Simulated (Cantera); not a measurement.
Feed: 1 mol SiH₄, 1.2 mol N₂, 9 mol H₂, held at 7.50 Torr.

These are equilibrium values from Cantera (NASA tables, ideal gas, pure condensed phases), not measurements of a reactor. Candidate condensed phases: Si, Si₃N₄; 18 gas species. N₂ is the only nitrogen source here; it is nearly inert below about 1500 K, so the nitride shown seldom forms there in practice. The tables' values for SiN are old estimates; treat these amounts as uncertain. Gases not in the tables: Si₂H₆ and higher silanes. Rates play no part.

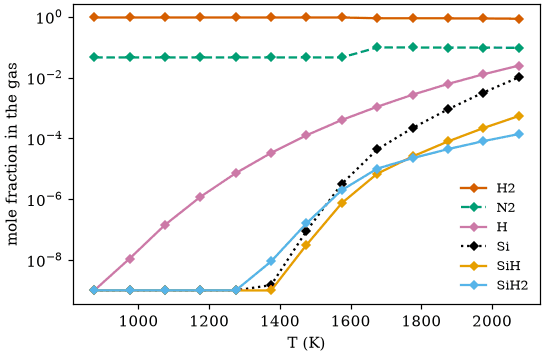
*Equilibrium gas composition (values under 1e-9 drawn at 1e-9)*

From 875 K to 1575 K the condensed part is Si₃N₄(s). At 1675 K the condensed part is Si(s). From 1775 K to 2075 K the condensed part is Si(l).
